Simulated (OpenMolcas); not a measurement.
**BH2F (SMILES BF): an attempt with OpenMolcas**

Aim: the excited states of BH2F.

The calculation is run with OpenMolcas 26.06.

## Step 1: The structure to begin with

BH2F: 4 atoms, total charge 0, spin state singlet. SMILES: `BF`. The shape is that of a PBE0-D4/def2-TZVP optimisation.

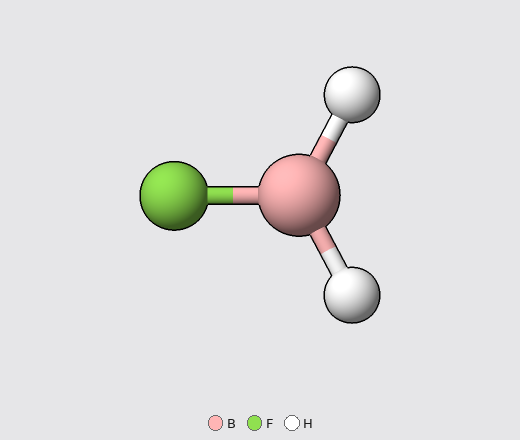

Viewed from a chosen angle; boron pink, fluorine green, hydrogen white.

## Step 2: The job

Contents of step9.inp:

```
>>> EXPORT MOLCAS_PRINT=2

&GATEWAY
  Coord
  4
  angstrom
  B       -0.027300      -0.004000      -0.030800
  F        1.061200      -0.296700       0.649900
  H       -1.012500      -0.649100       0.186200
  H        0.034200       0.889600      -0.825600
  Basis
  ANO-RCC-VTZP
  Group
  NoSym
  RICD

&SEWARD

&RASSCF
  FileOrb
  $CurrDir/step2.RasOrb
  Spin
  1
  Nactel
  2 0 0
  Inactive
  7
  Ras2
  2
  CIRoot
  6 6 1
  OrbListing
  Nothing
  OrbAppear
  Compact

&CASPT2
  Multistate
  all
```

Started as:

```
export MOLCAS_MEM=1860
pymolcas step9.inp > step9.log
```

The log of the run:

```text
--- Start Module: gateway ---

                                              &GATEWAY

                       available to each process: 1.9 GB of memory, 1 thread

++    Symmetry information:
      ---------------------

                    Character Table for C1

                             E
                    a        1  x, y, xy, Rz, z, xz, Ry, yz, Rx, I
--

++    Basis set information:
      ----------------------

      Basis set label: B.ANO-RCC...4S3P2D1F.

      Electronic valence basis set:
      ------------------
      Associated Effective Charge   5.000000 au
      Associated Actual Charge      5.000000 au
      Nuclear Model: Point charge

      Shell  nPrim  nBasis  Cartesian Spherical Contaminant
         s      14       4        X
         p       9       3        X
         d       5       2                 X
         f       3       1                 X

      Basis set label: F.ANO-RCC...4S3P2D1F.

      Electronic valence basis set:
      ------------------
      Associated Effective Charge   9.000000 au
      Associated Actual Charge      9.000000 au
      Nuclear Model: Point charge

      Shell  nPrim  nBasis  Cartesian Spherical Contaminant
         s      14       4        X
         p       9       3        X
         d       4       2                 X
         f       3       1                 X

[... 119 lines left out ...]
      Nuclear repulsion energy =   27.17575846
[... 15 lines left out ...]
++    Orbital specifications:
      -----------------------

      Symmetry species                           1
                                                 a
      Frozen orbitals                            0
      Inactive orbitals                          7
      Active orbitals                            2
      RAS1 orbitals                              0
      RAS2 orbitals                              2
      RAS3 orbitals                              0
      Secondary orbitals                        79
      Deleted orbitals                           0
      Number of basis functions                 88
--

++    CI expansion specifications:
      ----------------------------

      Number of CSFs                             3
      Number of spin combinations                3
      Number of determinants                     4
      Number of root(s) required                 6
      Root chosen for geometry opt.              6
      CI roots used                              1     2     3     4     5     6
      weights                                0.167 0.167 0.167 0.167 0.167 0.167
      highest root included in the CI            6
      max. size of the explicit Hamiltonian      3
--
 ************ ERROR ***********
  You can't ask for more roots
  than there are configurations
 ******************************

--- Stop Module: rasscf /rc=_RC_INPUT_ERROR_ ---

.####################.
.# User input error #.
.####################.

    Timing: Wall=3.67 User=3.32 System=0.33
```

It took 4.2 s on 1 thread of Intel Xeon Platinum 8259CL at 2.50GHz (Skylake/Cascade Lake), shared host; peak memory 0.084 GiB.

## Step 3: Reading the log

The program broke off before the end.

The log says `You can't ask for more roots`. The fault: more states are asked for than the space holds.
